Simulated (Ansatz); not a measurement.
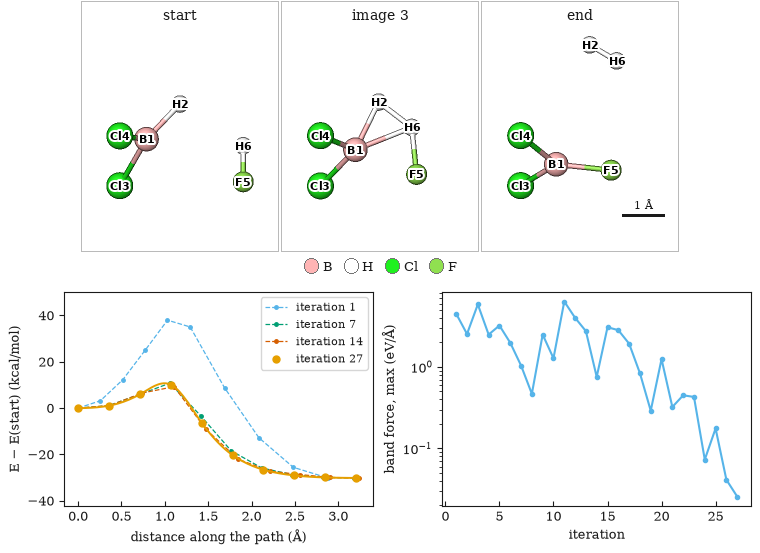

A search for the minimum-energy path of BH2Cl2F by the nudged elastic band. Images are numbered from 0 (start) to 9 (end). The plot follows the band through its iterations. Style: ball-and-stick. Shown from a free direction.

Theory: RKS PBE/def2-SVP in Ansatz. Set-up: 8 movable images; no climbing image; force threshold 0.03 eV/Å; iteration limit 60; starting path through a guess of the saddle point.

Q: How did the profile develop, and is the result final?

A: The run is converged, with reservations. The band converged in 27 iterations. The largest component of the band force went from 4.5 to 0.026 eV/Å. No image climbed, so the highest image needn't lie on the saddle point, and the true maximum along this path can be higher. The first iteration put the highest image at 38.0 kcal/mol. The energy climbs by 10.1 kcal/mol to image 3 and then falls by 40.3 kcal/mol, so the end point sits at −30.1 kcal/mol.

The run took 4.4 min on 1 thread of Intel(R) Xeon(R) Platinum 8488C (Sapphire Rapids), with other jobs on the host, peak memory 0.15 GiB.
